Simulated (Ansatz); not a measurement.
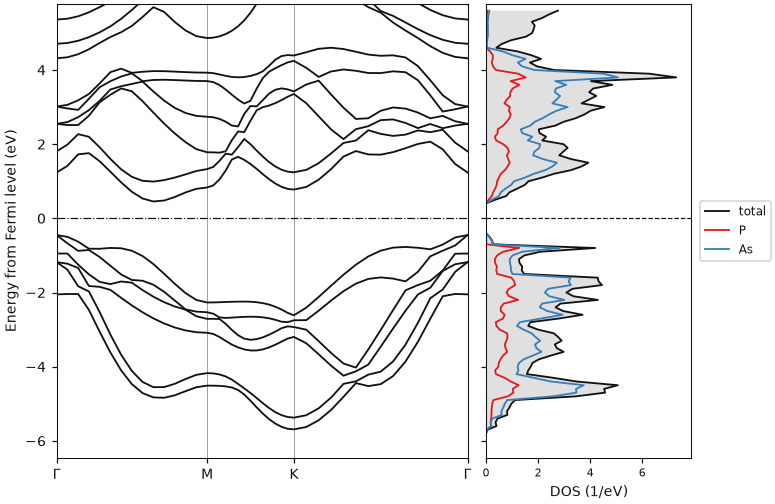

Band structure and density of states. Energies are counted from the Fermi level. The partial curves are projected on Löwdin-orthogonalised atomic shells.

System: As$_{3}$P (sheet), 4 atoms in the cell.

Level of theory: DFT LDA, scalar-relativistic, plane waves, PAW, no spin polarisation, 12×12×1 k mesh, 420 eV cutoff, Gaussian smearing of 0.02 eV; code Ansatz.

Question: Is there a gap? Give its size, its kind and where the band edges lie.

Answer: A semiconductor. The gap along this path is 0.91 eV and indirect, from the valence-band top at Γ to the conduction-band bottom between Γ and M; the smallest direct gap is 1.55 eV, between Γ and M.

Question: Where is the tallest peak in the window, and which states make it?

Answer: The tallest peak in the window is at 3.8 eV; by projected weight it is As (75 %) and P (25 %).

The structure is an invented one, so it need not be a known or stable phase. The atoms aren't at rest in this cell (largest force 0.4 eV/Å), so the relaxed material can differ.
